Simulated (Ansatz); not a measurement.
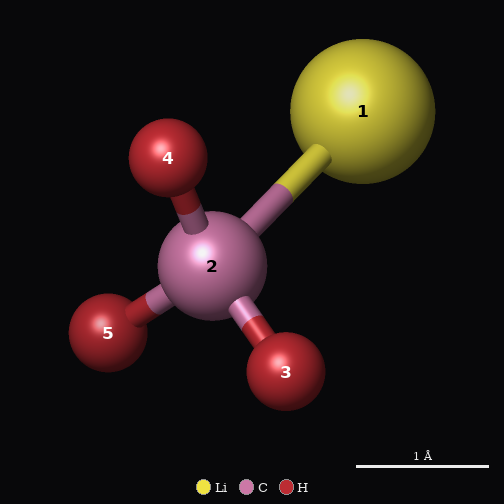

The picture comes from a calculation with Ansatz.

Geometry: moved along internal coordinates away from the minimum.

**Which bond is the longest?**

Li1–C2, 1.962 Å.
